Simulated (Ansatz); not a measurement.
# CH6B2O: rigid scan of one bond length, by script

A script is to give a rigid scan of one bond length; the system is CH6B2O. SMILES: CBBO.

Program: Ansatz 0.2.0 through its Python package. Level of theory: PBE0/def2-SVP. These are calculated values, not measurements.

### Step 1. Starting point

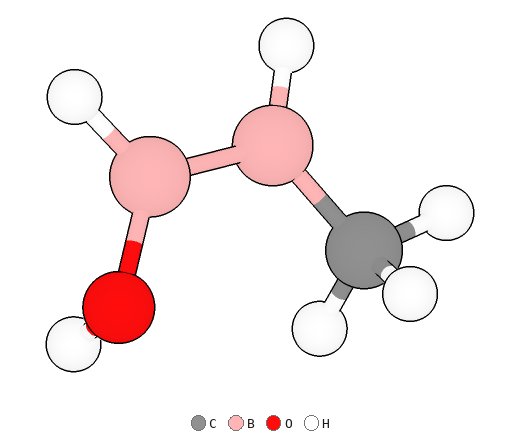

The starting structure, viewed from a chosen angle; carbon grey, boron pink, oxygen red, hydrogen white.

The script holds or builds the structure itself.

### Step 2. Script

The input, scan.py:

```python
"""Stretching a bond of CH6B2O, the rest held rigid."""

from dataclasses import dataclass

import ansatz as az
import matplotlib.pyplot as plt
import numpy as np


@dataclass(frozen=True)
class RunConfig:
    basis: str = "def2-SVP"
    functional: str = "pbe0"


settings = RunConfig()

geometry_ang = [
    ("C", (-0.9136, 0.4223, -0.9274)),
    ("B", (-0.4619, -0.7226, -0.0134)),
    ("B", (0.7588, -0.4863, 1.0415)),
    ("O", (1.5098, 0.8292, 1.1615)),
    ("H", (-1.7944, 0.1042, -1.5958)),
    ("H", (-1.3175, 1.3241, -0.3098)),
    ("H", (-0.1028, 0.8178, -1.5812)),
    ("H", (-0.9343, -1.7637, -0.09)),
    ("H", (1.1559, -1.3643, 1.781)),
    ("H", (2.1831, 0.7882, 0.5366)),
]
mol = az.Crystal.molecule()
for symbol, xyz in geometry_ang:
    mol = mol.atom(symbol, xyz)

symbols = [site.symbol for site in mol.cartesian_sites]
start = np.array([site.position_ang for site in mol.cartesian_sites])
axis = (start[6] - start[0]) / np.linalg.norm(start[6] - start[0])
moving = [6]
lengths, energies = [0.95, 1.02, 1.11, 1.23, 1.39, 1.67, 2.01, 2.45], []
for length in lengths:
    xyz = start.copy()
    xyz[moving] += (length - np.linalg.norm(start[6] - start[0])) * axis
    point = az.Crystal.molecule()
    for symbol, place in zip(symbols, xyz):
        point = point.atom(symbol, place.tolist())
    setup = (
        point.calculation()
        .basis(gaussian=settings.basis)
        .functional(settings.functional)
        .spin("collinear")
    )
    r = setup.run(threads=1).report
    energies.append(r["free_energy_ev"])
    print(f"r = {length:6.3f} A  E = {energies[-1]:.5f} eV  <S^2> = {abs(r['mean_field']['state']['spin_squared']):.3f}")

print("energy above the lowest point (eV):", [round(e - min(energies), 3) for e in energies])
plt.figure(figsize=(4.5, 3))
plt.plot(lengths, np.array(energies) - min(energies), "o-")
plt.xlabel("bond length (A)")
plt.ylabel("E - E(min) (eV)")
plt.tight_layout()
plt.savefig("scan.png", dpi=100)
```

### Step 3. The input behind the calls

The engine receives this input (first run):

```yaml
crystal:
  periodic: [false, false, false]
  atoms:
    - { symbol: C, position_ang: [-0.9136, 0.4223, -0.9274] }
    - { symbol: B, position_ang: [-0.4619, -0.7226, -0.0134] }
    - { symbol: B, position_ang: [0.7588, -0.4863, 1.0415] }
    - { symbol: O, position_ang: [1.5098, 0.8292, 1.1615] }
    - { symbol: H, position_ang: [-1.7944, 0.1042, -1.5958] }
    - { symbol: H, position_ang: [-1.3175, 1.3241, -0.3098] }
    - { symbol: H, position_ang: [-0.2222404232872028, 0.7595381753698955, -1.4848875323813848] }
    - { symbol: H, position_ang: [-0.9343, -1.7637, -0.09] }
    - { symbol: H, position_ang: [1.1559, -1.3643, 1.781] }
    - { symbol: H, position_ang: [2.1831, 0.7882, 0.5366] }
basis:
  gaussian:
    orbitals: def2-SVP
hamiltonian:
  xc: pbe0
magnetization:
  spin_polarized: true
```

### Step 4. Running it

Started as:

```sh
python scan.py
```

Standard output:

```text
r =  0.950 A  E = -4523.61446 eV  <S^2> = 0.000
r =  1.020 A  E = -4524.01194 eV  <S^2> = 0.000
r =  1.110 A  E = -4524.14849 eV  <S^2> = 0.000
r =  1.230 A  E = -4523.93924 eV  <S^2> = 0.000
r =  1.390 A  E = -4523.32522 eV  <S^2> = 0.000
r =  1.670 A  E = -4522.01879 eV  <S^2> = 0.000
r =  2.010 A  E = -4520.60169 eV  <S^2> = 0.101
r =  2.450 A  E = -4519.77550 eV  <S^2> = 0.778
energy above the lowest point (eV): [0.534, 0.137, 0.0, 0.209, 0.823, 2.13, 3.547, 4.373]
```

It took 36 s on 1 thread of Arm Neoverse V2, shared host; peak memory 0.34 GiB.

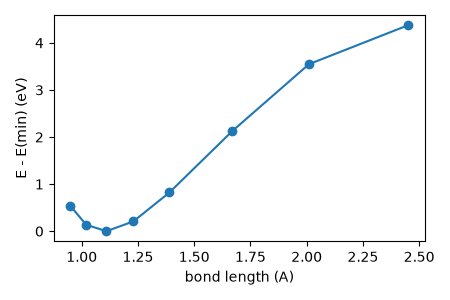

The script's own figure, scan.png.

### Step 5. Inputs of later runs

The engine's inputs for some of the other runs:

Run 2, against run 1:

```diff
@@ -10 +10 @@
-    - { symbol: H, position_ang: [-0.2222404232872028, 0.7595381753698955, -1.4848875323813848] }
+    - { symbol: H, position_ang: [-0.17129813868731245, 0.7843873040813615, -1.525965561083171] }
```

Run 6, against run 1:

```diff
@@ -10 +10 @@
-    - { symbol: H, position_ang: [-0.2222404232872028, 0.7595381753698955, -1.4848875323813848] }
+    - { symbol: H, position_ang: [0.30173736116881184, 1.015129213544974, -1.907404399028329] }
```

Run 7, against run 1:

```diff
@@ -10 +10 @@
-    - { symbol: H, position_ang: [-0.2222404232872028, 0.7595381753698955, -1.4848875323813848] }
+    - { symbol: H, position_ang: [0.5491713149397076, 1.1358249815720947, -2.1069262527227193] }
```

Lines on the test bed's own set-up are left out of the output.

### Step 6. The engine's runs

One row for each of the 8 runs:

```csv
run,distance (Å),energy from run 3 (eV),<S²>,SCF cycles,CPU time (s)
1,0.95,0.5340,0.00,18,2.9
2,1.02,0.1366,0.00,18,2.9
3,1.11,0.0000,0.00,18,2.9
4,1.23,0.2093,0.00,18,2.8
5,1.39,0.8233,0.00,18,2.9
6,1.67,2.1297,0.00,19,2.9
7,2.01,3.5468,0.10,44,10
8,2.45,4.3730,0.78,58,7.5
```

### Step 7. What came out

| quantity | value |
| --- | --- |
| runs compared | 8 |
| range of energy | 4.373 eV |
| lowest point, distance (Å) | 1.11 |

In words: The lowest point, at 1.11, lies inside the range. The ends stand 0.534 and 4.37 eV above it. The distance scanned is the script's pair 0, 6. <S²> moves from 0.00 to 0.78: along the scan the mean field breaks spin symmetry. Caveats:
- The rest of the molecule is held rigid at a force-field or estimated start geometry, and the basis set is modest; single-reference methods fail as a bond breaks.
